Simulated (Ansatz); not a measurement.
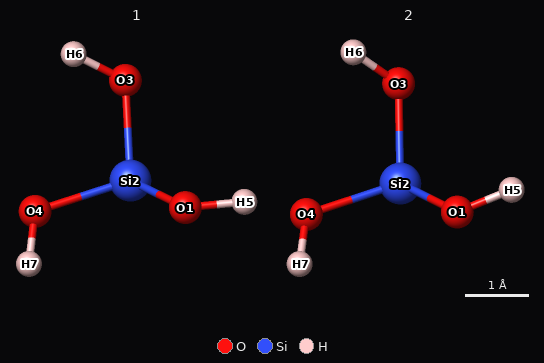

Two geometries of SiH$_{3}$O$_{3}$ (multiplicity 2), drawn at one scale. One is the start of a relaxation, the other its converged end. The picture is a ball-and-stick view, seen at a tilt.

These are results of UKS PBE0-D4/def2-TZVP (Ansatz 0.2.0), not measurements. Settings: force threshold 0.005 eV/Å; at most 150 steps.

Question: Which geometry has the lower energy?

Answer: Structure 1 is the relaxed one. The start comes from GFN2-xTB. The largest move after the best rigid fit is that of H5, 0.22 Å. Largest moves by element: H 0.22 Å, O 0.13 Å, Si 0.09 Å. Among the contacts that change: Si2–O3 1.625 → 1.637 Å, O1–H5 0.953 → 0.959 Å. Bond angles that change, for instance: Si2–O3–H6 119.0° → 116.2°, Si2–O1–H5 119.5° → 117.0°, O3–Si2–O4 108.3° → 106.3°. Groups turn about O1–Si2 by about 25°. The energy falls by 0.46 kcal/mol in 14 geometry steps. Largest force component: 0.33 eV/Å at the start, 0.0038 eV/Å at the end.
